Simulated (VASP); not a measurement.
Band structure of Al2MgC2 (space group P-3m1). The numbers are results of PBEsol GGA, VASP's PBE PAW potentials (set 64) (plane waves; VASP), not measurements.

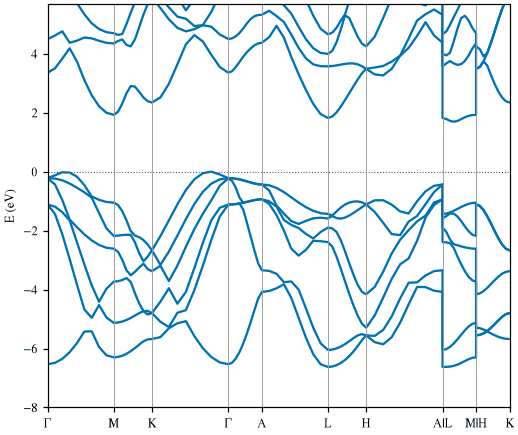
Figure. Bands along high-symmetry lines, zero at the valence-band maximum or, without a gap, the Fermi level

### Question
Read the plot: is there a gap, and where are the band edges?

### Answer
The gap is indirect, 1.69 eV, from the valence maximum at K-Γ at 0.78 to the conduction minimum at L-M at 0.33. (Edges off the drawn lines would not show.)

The structure comes from a computed database's Al2MgC2 entry (P-3m1); how it stands against other phases isn't given here. It was relaxed first.
